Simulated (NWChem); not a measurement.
**One shape, several levels: C2H5F (SMILES CCF)**

Aim: a comparison of 4 runs (HF/STO-3G, HF/3-21G, B3LYP/6-31G*) of C2H5F. 

The results are computed with NWChem 7.3.0.

## 1. The molecule

C2H5F has 8 atoms, charge 0, and is taken as a singlet. As SMILES, `CCF`. The coordinates come from a PBE0-D4/def2-TZVP relaxation.

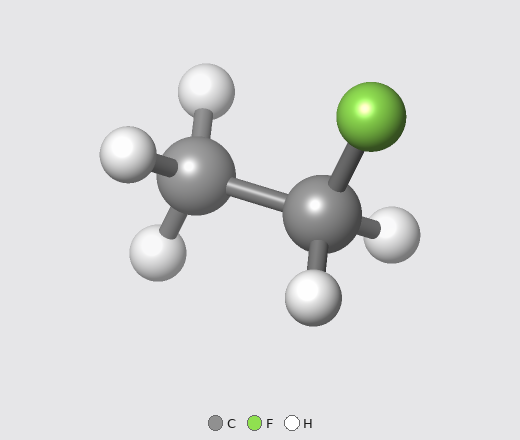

The structure, seen from a chosen angle (carbon grey, fluorine green, hydrogen white).

## 2. Energy and forces at HF/STO-3G (run 1)

run.py reads:

```python
from ase import Atoms
from ase.calculators.nwchem import NWChem

mol = Atoms('CCFHHHHH', positions=[
    [-0.431700, 0.566900, -0.264600],
    [0.378400, -0.599100, 0.230500],
    [1.663300, -0.186400, 0.546500],
    [-1.443900, 0.237400, -0.512600],
    [0.018600, 0.998500, -1.160400],
    [-0.500300, 1.343000, 0.499800],
    [0.464000, -1.381500, -0.529800],
    [-0.056300, -1.036000, 1.134800],
])

calc = NWChem(
    label='m1',
    theory='scf',
    memory='2200 mb',
    basis='STO-3G',
    basispar='spherical bse',
    scf={'nopen': '0', 'rhf': None, 'thresh': '1e-08', 'maxiter': '80'},
)
mol.calc = calc

forces = mol.get_forces()
e = mol.get_potential_energy()
print(f"E = {e:.6f} eV")
print("forces (eV/A):")
for s, f in zip(mol.symbols, forces):
    print(f"{s:2s} {f[0]:10.5f} {f[1]:10.5f} {f[2]:10.5f}")
print("dipole (e A):", mol.get_dipole_moment().round(4))
```

Command:

```sh
$ export ASE_NWCHEM_COMMAND="nwchem PREFIX.nwi > PREFIX.nwo"
$ python run.py
```

Standard output:

```text
E = -4782.441558 eV
forces (eV/A):
C    -1.38567    1.24806   -0.69615
C     1.50080   -0.95162    0.66936
F     0.36782    0.14192    0.08515
H     0.27830    0.16440    0.05296
H    -0.09606   -0.09421    0.23762
H     0.03990   -0.18250   -0.19468
H    -0.32874   -0.17900   -0.15391
H    -0.37631   -0.14707   -0.00036
dipole (e A): [-0.2434 -0.0497 -0.0658]
```

The calculator wrote m1.nwi:

```
title "m1"

permanent_dir m1

scratch_dir m1

start m1

geometry units angstrom nocenter noautosym noautoz
  C  -4.3169999999999997e-01 5.6689999999999996e-01 -2.6460000000000000e-01
  C  3.7840000000000001e-01 -5.9909999999999997e-01 2.3050000000000001e-01
  F  1.6633000000000000e+00 -1.8640000000000001e-01 5.4649999999999999e-01
  H  -1.4439000000000000e+00 2.3740000000000000e-01 -5.1259999999999994e-01
  H  1.8599999999999998e-02 9.9850000000000005e-01 -1.1604000000000001e+00
  H  -5.0029999999999997e-01 1.3430000000000000e+00 4.9980000000000002e-01
  H  4.6400000000000002e-01 -1.3815000000000000e+00 -5.2980000000000005e-01
  H  -5.6300000000000003e-02 -1.0360000000000000e+00 1.1348000000000000e+00
end

memory 2200 mb

basis spherical bse noprint
   * library STO-3G
end

scf
  nopen 0
  rhf
  thresh 1e-08
  maxiter 80
end

task scf gradient
```

m1.nwo:

```text
Northwest Computational Chemistry Package (NWChem) 7.3.0
             --------------------------------------------------------

           Job information
           ---------------

    nwchem branch   = 7.3.0
    use scalapack   = T
    input           = m1.nwi
    prefix          = m1.
    data base       = m1/m1.db
    status          = startup
    nproc           =        1

           Memory information
           ------------------

    heap     =     72089596 doubles =      550.0 Mbytes
    stack    =     72089601 doubles =      550.0 Mbytes
    global   =    144179200 doubles =     1100.0 Mbytes (distinct from heap & stack)
    total    =    288358397 doubles =     2200.0 Mbytes
    verify   = yes
    hardfail = no

[... 136 lines left out ...]
 Convergence threshold     :          1.000E-08
[... 12 lines left out ...]
       Final RHF  results
[... 3 lines left out ...]
      One-electron energy =   -400.553751647548
[... 1 line left out ...]
 Nuclear repulsion energy =     79.415974871417
[... 28 lines left out ...]
                       ROHF Final Molecular Orbital Analysis
[... 176 lines left out ...]
                         RHF ENERGY GRADIENTS

    atom               coordinates                        gradient
                 x          y          z           x          y          z
   1 C      -0.815795   1.071286  -0.500021    0.026947  -0.024271   0.013538
   2 C       0.715072  -1.132135   0.435582   -0.029186   0.018506  -0.013017
   3 F       3.143181  -0.352245   1.032735   -0.007153  -0.002760  -0.001656
[... 4 lines of this table left out ...]
   8 H      -0.106392  -1.957756   2.144461    0.007318   0.002860   0.000007

                 ----------------------------------------
                 |  Time  |  1-e(secs)   |  2-e(secs)   |
                 ----------------------------------------
                 |  CPU   |       0.00   |       0.05   |
                 ----------------------------------------
                 |  WALL  |       0.00   |       0.05   |
                 ----------------------------------------

 Task  times  cpu:        0.5s     wall:        0.5s
 Total times  cpu:        0.5s     wall:        0.5s
```

Run time: 1.4 s. Hardware: 1 thread of Intel Xeon 6975P-C (Granite Rapids), shared host; peak memory 0.099 GiB.

## 3. Energy and gradient at HF/3-21G (run 2)

run.xyz reads:

```xyz
8
C2H5F hf
C     -0.431700     0.566900    -0.264600
C      0.378400    -0.599100     0.230500
F      1.663300    -0.186400     0.546500
H     -1.443900     0.237400    -0.512600
H      0.018600     0.998500    -1.160400
H     -0.500300     1.343000     0.499800
H      0.464000    -1.381500    -0.529800
H     -0.056300    -1.036000     1.134800
```

run.nw reads:

```
start run
title "C2H5F hf"
memory 2200 mb
charge 0

geometry units angstrom noautosym nocenter noautoz
  load run.xyz
end

basis spherical bse
  * library 3-21G
end

scf
  singlet
  rhf
  thresh 1e-08
  maxiter 80
  print low
end

task scf gradient
```

Command:

```sh
$ nwchem run.nw > run.out
```

Standard output:

```text
[...]
  functions       =    37
[...]
  wavefunction    = RHF
[...]
         Total SCF energy =   -177.107827339964
      One-electron energy =   -400.890439973545
      Two-electron energy =    144.366637762164
 Nuclear repulsion energy =     79.415974871417
        Time for solution =      0.4s
[...]
                         RHF ENERGY GRADIENTS
    atom               coordinates                        gradient
                 x          y          z           x          y          z
   1 C      -0.815795   1.071286  -0.500021    0.010878  -0.009940   0.005522
   2 C       0.715072  -1.132135   0.435582    0.009196   0.024158  -0.002183
   3 F       3.143181  -0.352245   1.032735   -0.018008  -0.008458  -0.003867
   4 H      -2.728575   0.448621  -0.968674   -0.005951  -0.002368  -0.001369
   5 H       0.035149   1.886891  -2.192838    0.001867   0.002257  -0.005736
   6 H      -0.945430   2.537902   0.944485   -0.001340   0.004358   0.004484
   7 H       0.876833  -2.610656  -1.001177    0.004053  -0.006578  -0.006010
   8 H      -0.106392  -1.957756   2.144461   -0.000694  -0.003428   0.009159
 Task  times  cpu:        0.5s     wall:        0.5s
 Total times  cpu:        0.5s     wall:        0.5s
```

Wall time 1 s (1 thread of Intel Xeon 6975P-C (Granite Rapids), shared host); peak memory 0.097 GiB.

## 4. Energy and forces at B3LYP/6-31G(d) (spherical functions) (run 3)

c2h5f.nw reads:

```
START c2h5f
TITLE "C2H5F B3LYP"
memory total 2200 mb

GEOMETRY units angstroms noautosym nocenter noautoz
C    -0.431700    0.566900   -0.264600
C     0.378400   -0.599100    0.230500
F     1.663300   -0.186400    0.546500
H    -1.443900    0.237400   -0.512600
H     0.018600    0.998500   -1.160400
H    -0.500300    1.343000    0.499800
H     0.464000   -1.381500   -0.529800
H    -0.056300   -1.036000    1.134800
END

BASIS spherical bse
* library 6-31G*
END

DFT
xc b3lyp
grid xfine
convergence energy 1e-08
maxiter 100
mulliken
END

TASK dft gradient
```

Command:

```sh
$ nwchem c2h5f.nw > c2h5f.out
```

Standard output:

```text
[...]
          Wavefunction type:  closed shell.
          No. of atoms     :     8
          No. of electrons :    26
[...]
          Charge           :     0
          Spin multiplicity:     1
[...]
          AO basis - number of functions:    52
[...]
              XC Information
              --------------
                         B3LYP Method XC Potential
                     Hartree-Fock (Exact) Exchange  0.200
                        Slater Exchange Functional  0.800 local
                    Becke 1988 Exchange Functional  0.720 non-local
              Lee-Yang-Parr Correlation Functional  0.810
                  VWN I RPA Correlation Functional  0.190 local
[...]
 d= 0,ls=0.0,diis     1   -179.0021256734 -2.58D+02  1.63D-02  4.51D-01     1.6
[...]
 d= 0,ls=0.0,diis     8   -179.0536053888  4.56D-09  4.84D-06  1.78D-07    10.2
         Total DFT energy =     -179.053605388760
      One electron energy =     -402.502799953306
           Coulomb energy =      167.268497040550
    Exchange-Corr. energy =      -23.235277347421
 Nuclear repulsion energy =       79.415974871417
[...]
      Total Density - Mulliken Population Analysis
     ---------------------------------------------
    Atom       Charge   Shell Charges
 -----------   ------   -------------------------------------------------------
    1 C    6     6.47   2.00  0.67  2.15  0.63  1.00  0.03
    2 C    6     5.90   2.00  0.69  2.01  0.49  0.65  0.07
    3 F    9     9.35   2.00  0.93  3.31  1.04  2.05  0.02
    4 H    1     0.86   0.53  0.33
    5 H    1     0.84   0.53  0.31
    6 H    1     0.84   0.53  0.31
    7 H    1     0.87   0.54  0.33
    8 H    1     0.87   0.54  0.33
[...]
  wavefunction    = closed shell
                         DFT ENERGY GRADIENTS
    atom               coordinates                        gradient
                 x          y          z           x          y          z
   1 C      -0.815795   1.071286  -0.500021    0.003470  -0.002125   0.001582
   2 C       0.715072  -1.132135   0.435582   -0.002588   0.004637  -0.001811
   3 F       3.143181  -0.352245   1.032735   -0.005918  -0.002824  -0.001258
   4 H      -2.728575   0.448621  -0.968674    0.002442  -0.000106   0.000785
   5 H       0.035149   1.886891  -2.192838   -0.000997  -0.001182   0.001656
   6 H      -0.945430   2.537902   0.944485   -0.000054  -0.001837  -0.001401
   7 H       0.876833  -2.610656  -1.001177    0.001419   0.001988   0.001520
   8 H      -0.106392  -1.957756   2.144461    0.002225   0.001450  -0.001073
[...]
```

Wall time 13 s (1 thread of Intel Xeon 6975P-C (Granite Rapids), shared host); peak memory 0.14 GiB.

## 5. Energy and gradient at B3LYP/6-31G(d) (Cartesian functions) (run 4)

c2h5f.xyz reads:

```xyz
8
C2H5F gradient
C     -0.431700     0.566900    -0.264600
C      0.378400    -0.599100     0.230500
F      1.663300    -0.186400     0.546500
H     -1.443900     0.237400    -0.512600
H      0.018600     0.998500    -1.160400
H     -0.500300     1.343000     0.499800
H      0.464000    -1.381500    -0.529800
H     -0.056300    -1.036000     1.134800
```

run.py reads:

```python
from ase.io import read
from ase.calculators.nwchem import NWChem

atoms = read('c2h5f.xyz')

calc = NWChem(
    label='c2h5f',
    theory='dft',
    memory='2200 mb',
    basis='6-31G*',
    dft={'xc': 'b3lyp', 'mult': '1', 'grid': 'xfine', 'convergence': 'energy 1e-08', 'iterations': '100', 'mulliken': None},
)
atoms.calc = calc

forces = atoms.get_forces()
print(f"energy = {atoms.get_potential_energy():.6f} eV")
print("forces (eV/A):")
for s, f in zip(atoms.symbols, forces):
    print(f"{s:2s} {f[0]:10.5f} {f[1]:10.5f} {f[2]:10.5f}")
print("dipole (e A):", atoms.get_dipole_moment().round(4))
```

Command:

```sh
$ export ASE_NWCHEM_COMMAND="nwchem PREFIX.nwi > PREFIX.nwo"
$ python run.py
```

Standard output:

```text
energy = -4872.367568 eV
forces (eV/A):
C    -0.17396    0.10598   -0.07929
C     0.11215   -0.23808    0.08654
F     0.32509    0.15535    0.06906
H    -0.12264    0.00586   -0.03949
H     0.05024    0.05914   -0.08325
H     0.00278    0.09210    0.07060
H    -0.07652   -0.10372   -0.07739
H    -0.11709   -0.07662    0.05327
dipole (e A): [-0.3357 -0.0673 -0.091 ]
```

The calculator wrote c2h5f.nwi:

```
title "c2h5f"

permanent_dir c2h5f

scratch_dir c2h5f

start c2h5f

geometry units angstrom nocenter noautosym noautoz
  C  -4.3169999999999997e-01 5.6689999999999996e-01 -2.6460000000000000e-01
  C  3.7840000000000001e-01 -5.9909999999999997e-01 2.3050000000000001e-01
  F  1.6633000000000000e+00 -1.8640000000000001e-01 5.4649999999999999e-01
  H  -1.4439000000000000e+00 2.3740000000000000e-01 -5.1259999999999994e-01
  H  1.8599999999999998e-02 9.9850000000000005e-01 -1.1604000000000001e+00
  H  -5.0029999999999997e-01 1.3430000000000000e+00 4.9980000000000002e-01
  H  4.6400000000000002e-01 -1.3815000000000000e+00 -5.2980000000000005e-01
  H  -5.6300000000000003e-02 -1.0360000000000000e+00 1.1348000000000000e+00
end

memory 2200 mb

basis noprint
   * library 6-31G*
end

dft
  xc b3lyp
  mult 1
  grid xfine
  convergence energy 1e-08
  iterations 100
  mulliken
end

task dft gradient
```

c2h5f.nwo:

```text
Northwest Computational Chemistry Package (NWChem) 7.3.0
             --------------------------------------------------------

           Job information
           ---------------

    nwchem branch   = 7.3.0
    use scalapack   = T
    input           = c2h5f.nwi
    prefix          = c2h5f.
    data base       = c2h5f/c2h5f.db
    status          = startup
    nproc           =        1

           Memory information
           ------------------

    heap     =     72089596 doubles =      550.0 Mbytes
    stack    =     72089601 doubles =      550.0 Mbytes
    global   =    144179200 doubles =     1100.0 Mbytes (distinct from heap & stack)
    total    =    288358397 doubles =     2200.0 Mbytes
    verify   = yes
    hardfail = no

[... 107 lines left out ...]
  convergence criterion.
[... 40 lines left out ...]
          Spatial weights used:  Erf1
[... 77 lines left out ...]
         Total DFT energy =     -179.056206972308
[... 3 lines left out ...]
 Nuclear repulsion energy =       79.415974871417
[... 454 lines left out ...]
          Convergence on gradient requested:  5.00D-04
[... 27 lines left out ...]
          total energy or number of iterations.
[... 26 lines left out ...]
                         DFT ENERGY GRADIENTS

    atom               coordinates                        gradient
                 x          y          z           x          y          z
   1 C      -0.815795   1.071286  -0.500021    0.003383  -0.002061   0.001542
   2 C       0.715072  -1.132135   0.435582   -0.002181   0.004630  -0.001683
   3 F       3.143181  -0.352245   1.032735   -0.006322  -0.003021  -0.001343
[... 4 lines of this table left out ...]
   8 H      -0.106392  -1.957756   2.144461    0.002277   0.001490  -0.001036

                 ----------------------------------------
                 |  Time  |  1-e(secs)   |  2-e(secs)   |
                 ----------------------------------------
                 |  CPU   |       0.00   |       0.38   |
                 ----------------------------------------
                 |  WALL  |       0.00   |       0.38   |
                 ----------------------------------------

 Task  times  cpu:       13.1s     wall:       13.1s
 Total times  cpu:       13.2s     wall:       13.2s
```

It took 14 s on 1 thread of Intel Xeon 6975P-C (Granite Rapids), shared host; peak memory 0.14 GiB.

## 6. Overview of the runs

```tsv
run	level	iteration cap	module	energy (Eh)	dipole moment (D)	HOMO energy (eV)	LUMO energy (eV)	wall time
1	HF/STO-3G	80	scf	-175.751487	1.23	-10.96	15.32	1.4 s
2	HF/3-21G	80	scf	-177.107827	–	–	–	1 s
3	B3LYP/6-31G* (spherical functions)	100	dft	-179.053605	1.70	-8.72	2.79	13 s
4	B3LYP/6-31G* (Cartesian functions)	100	dft	-179.056207	1.70	-8.73	2.79	14 s
```

## 7. What came out

| quantity | value |
| --- | --- |
| run 4: total energy | -179.05621 Eh |
| run 4: dipole moment | 1.70 D |
| run 4: HOMO energy | -8.73 eV |
| run 4: LUMO energy | 2.79 eV |
| run 4: HOMO–LUMO gap | 11.51 eV |
| run 4: largest force on an atom | 0.367 eV/Å |

In words: Over runs 1, 3, 4 the dipole moment (its size) runs from 1.23 D (HF/STO-3G) to 1.70 D (B3LYP/6-31G*). The two ends differ in method and basis. Over runs 1, 3, 4 the HOMO–LUMO gap runs from 11.51 eV (B3LYP/6-31G*) to 26.28 eV (HF/STO-3G). In run 1 the basis is minimal, so the values are rough. All runs together took 30 s, the longest 14 s.
